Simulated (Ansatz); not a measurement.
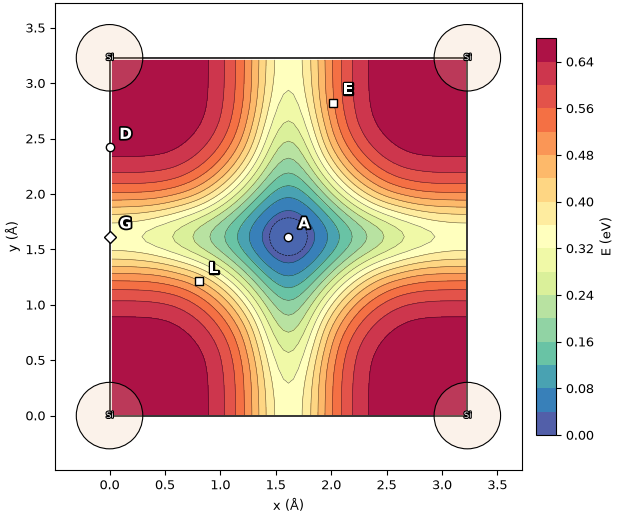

Si on a Si₂W(001) slab cut from the I4/mmm phase, its upper half relaxed before the scan (6 atoms of substrate and one adsorbate in a 1 × 1 cell). 
- Si is moved over the surface cell; relaxed at each place: the height of the adsorbate's atoms; substrate rigid; the origin of the map has the adsorbate above Si6.
- Places are given modulo a cell vector. The map is drawn in real space over the plane of the surface.
- The scan uses an 8 × 8 grid; 15 points were computed and 49 follow by symmetry.
- Energies: eV, counted from the lowest grid point.
- With one adsorbate in each 1 × 1 cell, its nearest image is 3.2 Å away, so neighbouring adsorbates interact.
- All numbers below come from DFT PBE, scalar-relativistic, plane waves, PAW (Ansatz 0.2.0). Settings: cutoff 420 eV, k-mesh 8×8×1, gaussian smearing 0.1 eV, no spin polarisation.

In the figure: filled contours, labelled circles for the atoms of the top layer and small ones for the second layer, the outline of one cell of the plane, lettered points. Between grid points the surface is interpolated.

Is L the lowest point of the computed grid?

No. L lies 0.44 eV above the lowest grid point, which is at a fourfold hollow over a second-layer W atom, (4/8, 4/8) of the cell vectors.

What kind of point is each of A, E, G, L: minimum, saddle, maximum or slope?

A: minimum; E: on a slope; G: saddle point; L: on a slope. (In these two coordinates alone; a stationary point may lie a little off the grid point.)

PAW datasets: the set soft_1.
